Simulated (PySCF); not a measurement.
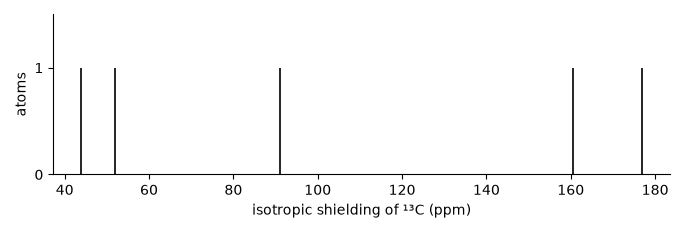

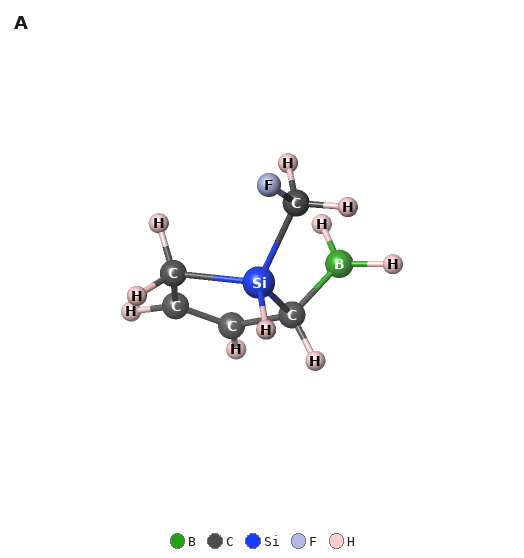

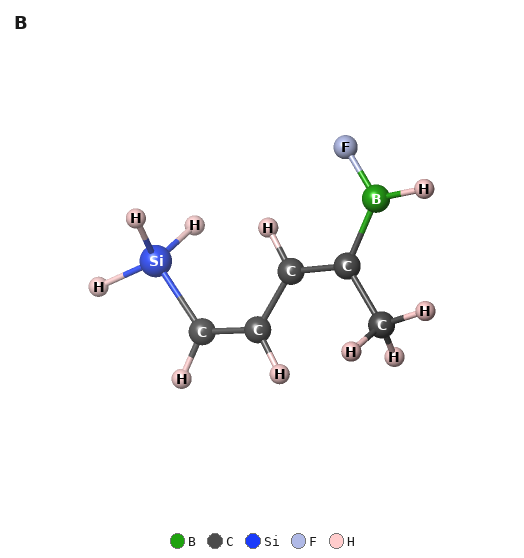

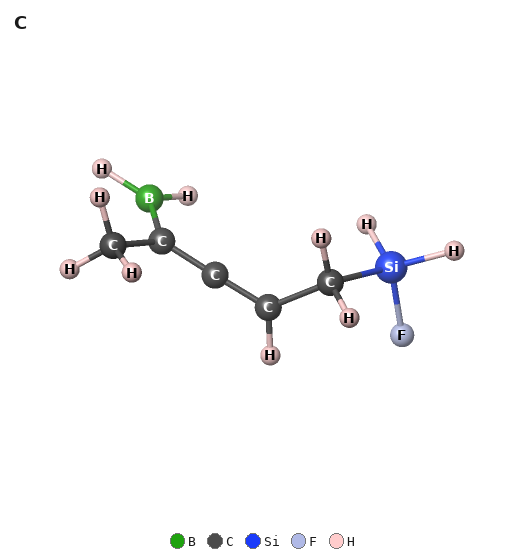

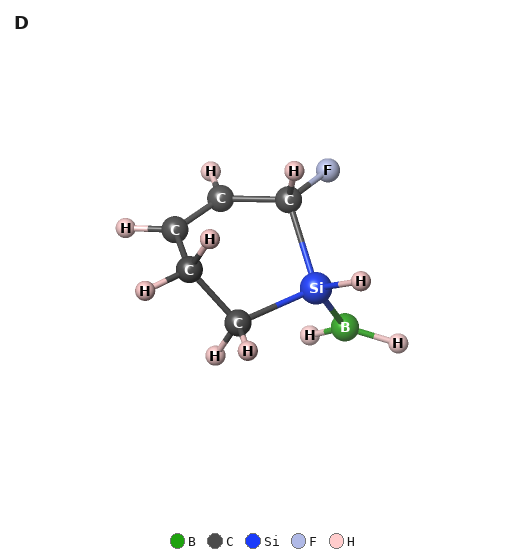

The sticks are computed shieldings of one of the molecules, for one fixed geometry (GFN2-xTB) without averaging over rotations. Low shielding means a high chemical shift. Method: GIAO PBE0/pcSseg-1 NMR shielding, non-relativistic, gas phase (PySCF 2.14.0).

Question: Which molecule gives this pattern?

Answer: D, `B[Si@@H]1CCC=C[C@@H]1F`. Its 5 C atoms give lines at 43.9, 52.0, 90.9, 160.5, 176.8 ppm.

The geometry is semi-empirical. Around B, Si such bond lengths and angles can be off by a tenth of an ångström or more and by several degrees, and values that hang on the shape move with them.
